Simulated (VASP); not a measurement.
Band structure of KZnF₃ (cubic perovskite). These are PBE GGA with D3 dispersion (Becke-Johnson damping), VASP's PBE PAW potentials (set 64) (plane waves; VASP) values and carry that method's errors.

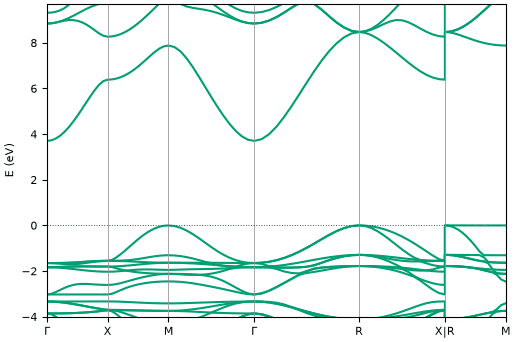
Figure. Bands along high-symmetry lines, zero at the valence-band maximum or, without a gap, the Fermi level

Question: Read the plot: is there a gap, and where are the band edges?

Answer: The gap is indirect, 3.70 eV, from the valence maximum at R to the conduction minimum at Γ. (Edges off the drawn lines would not show.)

The compound is KZnF3 in the cubic perovskite structure. It was relaxed first.
